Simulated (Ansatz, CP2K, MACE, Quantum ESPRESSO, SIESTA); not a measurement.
# Structure of o-HfO2(001) on Pt(111), periodic, layer 4.6 A thick (48 atoms) across programs

Aim: relax o-HfO2(001) on Pt(111), periodic, layer 4.6 A thick (48 atoms), then compare forces and pressure from several programs at that geometry.

These are calculated values.

**1. Set-up**

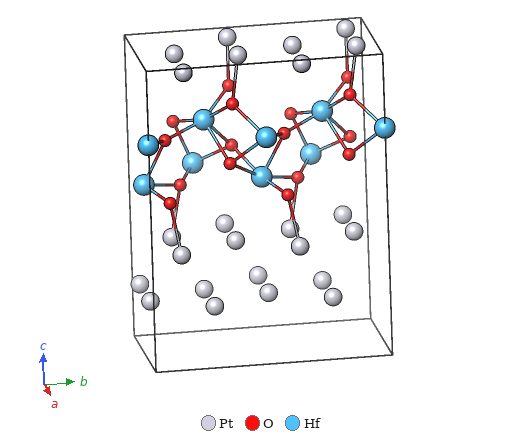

The cell (platinum light grey, oxygen red, hafnium blue). Some periodic images of atoms are drawn too.

The cell holds 48 atoms (24 Pt, 16 O and 8 Hf), with edges of 5.61, 9.72 and 12.70 Å. Recipe: o-HfO2(001) slab, 1 repeats (4.6 Å between outer planes), strained in the plane by up to 6.5 % to a cell of 55 Å^2 of Pt(111) (3 repeats); periodic, two interfaces; starting gap 1.9 Å. Of 4 lateral registries the lowest after a short relaxation was kept. Relaxed with the MACE-MP-0b2 potential, the cell's length along the normal too. Lattice constants are starting values near those of PBE. Then the atoms were relaxed with MACE MP-0b3 medium in the fixed cell. Then the atoms were relaxed with CP2K double zeta, PBE.

**2. The relaxation**

CP2K double zeta (DZVP-MOLOPT-SR, GTH-PBE potentials, 480 Ry; k-points 2×1×1) took 33 geometry steps and reached its thresholds. It started from the geometry that MACE MP-0b3 medium had relaxed.

It took 55 min on 8 threads of Arm Neoverse V1, shared host; peak memory 6 GiB; 4.6 h of CPU time.

```
                                before          after
      energy (meV/atom)              0          -15.4
Hf-O bonds under 2.82 Å  44 at 2.125 Å  45 at 2.130 Å
Pt-O bonds under 2.36 Å   8 at 2.085 Å   8 at 2.129 Å
```

Atoms moved by 0.16 Å r.m.s. and 0.29 Å at most, with the common shift taken off.

**3. Local order after relaxation**

Density 15.3 g/cm³, 14.44 Å³ an atom.

g(r), total and by pair (bins of 0.2 Å):

```
r (Å)  total  Pt-Pt  Pt-O  Pt-Hf   O-O   O-Hf  Hf-Hf
 1.90   0.25   0.00  0.00   0.00  0.00   2.21   0.00
 2.10   2.09   0.00  0.85   0.00  0.00  16.25   0.00
 2.30   0.46   0.00  0.42   0.00  0.00   2.87   0.00
 2.50   0.23   0.00  0.00   0.00  2.06   0.00   0.00
 2.70   1.75   4.77  0.00   0.19  4.75   0.00   0.00
 2.90   2.96   7.87  0.00   0.54  7.53   0.54   0.00
 3.10   0.72   0.86  0.29   0.93  1.81   0.46   0.00
 3.30   1.09   0.62  1.05   0.77  0.99   1.55   6.26
 3.50   0.92   0.38  1.27   0.91  0.34   0.72   4.85
 3.70   0.71   0.79  0.38   0.43  0.63   0.77   5.66
 3.90   0.68   0.00  0.57   0.00  1.12   2.69   2.24
 4.10   0.66   0.11  0.26   0.33  2.32   1.56   2.10
 4.30   0.88   1.57  0.28   0.47  0.23   2.67   0.00
 4.50   0.80   0.88  0.53   0.86  0.42   1.92   0.00
 4.70   0.92   0.96  0.72   0.51  1.62   1.56   0.00
 4.90   2.05   4.17  0.98   0.48  3.28   1.43   2.91
 5.10   0.61   0.00  1.10   0.78  0.33   0.67   0.00
 5.30   0.94   1.28  0.75   1.13  0.85   0.84   0.00
 5.50   0.96   0.89  0.80   1.30  1.50   0.77   0.00
 5.70   1.59   2.46  0.94   0.85  2.29   1.67   2.96
 5.90   1.09   1.00  1.11   0.99  1.18   1.36   0.74
 6.10   0.74   0.00  1.14   0.80  0.53   1.04   1.85
 6.30   0.70   0.09  0.79   1.11  1.14   0.48   1.75
 6.50   0.91   1.00  1.06   0.95  0.46   0.82   0.41
 6.70   1.04   1.55  0.88   1.03  0.81   0.91   0.00
 6.90   0.76   0.20  0.86   1.23  0.91   0.91   0.72
 7.10   0.96   1.11  0.96   0.80  0.39   1.46   0.69
 7.30   0.93   0.74  1.14   0.94  1.09   0.73   0.16
```

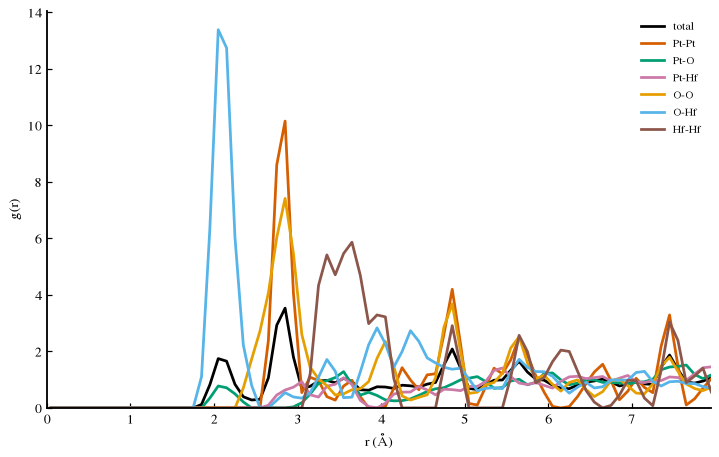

Pair distribution functions, lightly smoothed.

Bonds by pair of elements; cutoffs follow the first minimum of g(r), held within bounds set by covalent radii, and pairs that aren't listed don't count as bonded:

```
pair A-B  cutoff (Å)  bonds  mean length (Å)  spread (Å)  shortest (Å)  B about A  A about B
    Pt-O        2.36      8             2.13       0.098          2.02      0.333        0.5
    O-Hf        2.82     45             2.13       0.144          1.97       2.81       5.62
```

How many atoms have how many bonded neighbours:

```
element   mean   0  1   3  4  5  6  7
     Hf   5.62   0  0   0  0  4  3  1
      O   3.31   0  0  11  5  0  0  0
     Pt  0.333  16  8   0  0  0  0  0
```

Bond angles, per cent of each kind in bins of 5°:

```
angle (°)  O-Hf-O  Hf-O-Hf  Hf-O-Pt
    60–65     1.9      0.0      0.0
    65–70     7.5      0.0      0.0
    70–75     7.5      0.0      0.0
    75–80    15.1      0.0      0.0
    80–85     8.5      2.2      0.0
    85–90    16.0      0.0      0.0
    90–95     4.7      2.2     23.5
   95–100     4.7     21.7      0.0
  100–105     1.9     21.7     11.8
  105–110     0.0      0.0     11.8
  110–115     0.9      4.3      0.0
  115–120     2.8     10.9     29.4
  120–125     5.7     10.9     17.6
  125–130     3.8      0.0      0.0
  130–135     2.8      8.7      0.0
  135–140     0.0     17.4      0.0
  140–145     0.9      0.0      0.0
  145–150     0.0      0.0      0.0
  150–155     1.9      0.0      0.0
  155–160     4.7      0.0      0.0
  160–165     8.5      0.0      0.0
  165–170     0.0      0.0      5.9
```

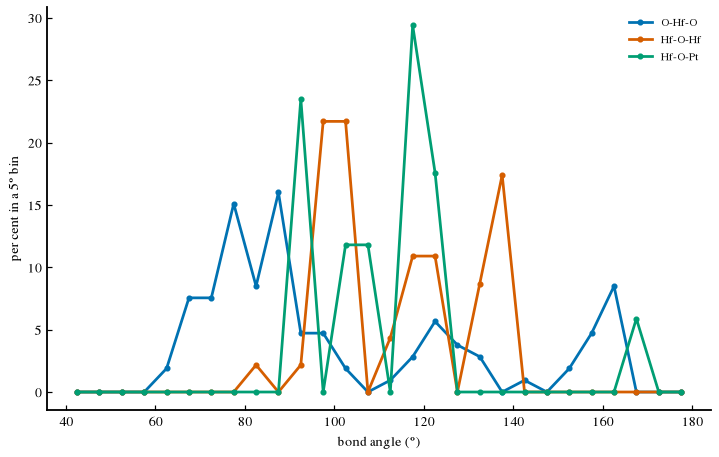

Distributions of the most common bond angles.

Bond angles (no mean is given where the spread exceeds 20°):

```
  angle  count  mean (°)  spread (°)
 O-Hf-O    106         -           -
Hf-O-Hf     46       114        16.1
Hf-O-Pt     17       112        18.1
```

Bond length by coordination (bonds to H left out):

```
element  coordination  atoms  mean bond length (Å)
     Hf             5      4                  2.07
     Hf             6      3                  2.15
     Hf             7      1                  2.23
      O             3     11                  2.08
      O             4      5                  2.21
     Pt             1      8                  2.13
```

Counting bonds as in the table, 50 % of Hf atoms have 5, 69 % of O atoms have 3 and 67 % of Pt atoms have 0 bonded neighbours.

**4. The plane-wave reference**

Quantum ESPRESSO 7.5: Kohn-Sham DFT, PBE, SSSP efficiency 1.3.0 pseudopotentials, plane waves. Its input for the relaxed cell:

```
&control
  calculation = 'scf'
  pseudo_dir = './pseudo'
  outdir = './tmp'
  disk_io = 'none'
  tprnfor = .true.
  tstress = .true.
/
&system
  ibrav = 0
  nat = 48
  ntyp = 3
  ecutwfc = 60
  ecutrho = 480
  nosym = .true.
  occupations = 'smearing'
  smearing = 'fd'
  degauss = 0.003675
/
&electrons
  conv_thr = 2.4e-07
  electron_maxstep = 100
  mixing_beta = 0.2
  mixing_mode = 'local-TF'
  diagonalization = 'david'
/
ATOMIC_SPECIES
Pt 195.084 Pt.upf
O 15.999 O.upf
Hf 178.490 Hf.upf
CELL_PARAMETERS angstrom
5.61443 0.00000 0.00000
0.00000 9.72447 0.00000
0.00000 0.00000 12.69580
ATOMIC_POSITIONS crystal
Pt 0.94402 0.16174 0.97926
Pt 0.02470 0.02901 0.17369
Pt 0.34897 0.14176 0.36264
[... 43 atom lines left out ...]
O 0.71373 0.88135 0.83706
O 0.21039 0.91805 0.83211
K_POINTS automatic
2 1 1 0 0 0
```

Run time: 8.2 min. Hardware: 8 MPI ranks of Arm Neoverse V1, shared host; peak memory 5.5 GiB.

**5. Side by side**

CPU times are from a shared host and are rough.

```
                level                    basis or training data  k-points  own r.m.s. force (meV/Å)  difference from the reference (meV/Å)  pressure (GPa)  CPU time  memory (GiB)
              QE, PBE   plane waves, SSSP efficiency, 60/480 Ry     2×1×1                       104                                      -           -2.19    66 min           5.5
CP2K triple zeta, PBE     TZV2P-UZH, GTH-PBE potentials, 600 Ry     2×1×1                        55                                     96           -3.20    22 min            16
      SIESTA DZP, PBE  DZP orbitals, shift 0.01 Ry, mesh 400 Ry     2×1×1                       194                                    123           -1.29   9.2 min           1.7
   MACE MP-0b3 medium        trained on PBE(+U) plane-wave data         -                       287                                    272           -3.07      11 s          0.79
```

**6. Findings**

Relaxation in the fixed cell lowers the energy by 15 meV/atom at its own level and moves atoms by up to 0.29 Å. By the cutoffs of the final cell 1 bond formed and 0 were lost, leaving 53. The reference finds an r.m.s. force of 104 meV/Å there and a pressure of -2.19 GPa, at a geometry that CP2K double zeta made.

Forces differ from the reference's by 96 meV/Å (CP2K triple zeta, PBE), 123 meV/Å (SIESTA DZP, PBE) and 272 meV/Å (MACE MP-0b3 medium). CP2K double zeta is at its own minimum here, so the reference's force is itself a measure of how the two differ. Pressures lie -0.9 GPa (MACE MP-0b3 medium), -1.0 GPa (CP2K triple zeta, PBE) and +0.9 GPa (SIESTA DZP, PBE) from the reference's. The reference has levels at the Fermi energy, so no gap is quoted. Counting bonds as in the table, 50 % of Hf atoms have 5, 69 % of O atoms have 3 and 67 % of Pt atoms have 0 bonded neighbours.

Caveats: The cell is under 6 Å thick along one periodic direction, so every atom has periodic images of itself close by, which move with it. Spin–orbit coupling is left out, which matters for the levels of the heavy elements. The plane-wave runs aren't exact: their cutoffs and mesh weren't converged further here. SIESTA's automatically made basis is far from complete, and its potentials were converted by us (checked for H, C, O, Si, Ge and Ca alone). Where levels are smeared, the DFT runs use Fermi–Dirac occupations at 580 K (0.05 eV), and energies are free energies.

[Logs are printed without paths, hosts, clocks, repeated set-up lines and the standing remarks that a program may print on its own settings, such as how far it seeks lower states.]

[Hosts, paths, dates, database ids (printed as entryN), source tags and the programs' standing remarks are cut or masked in the printed files.]
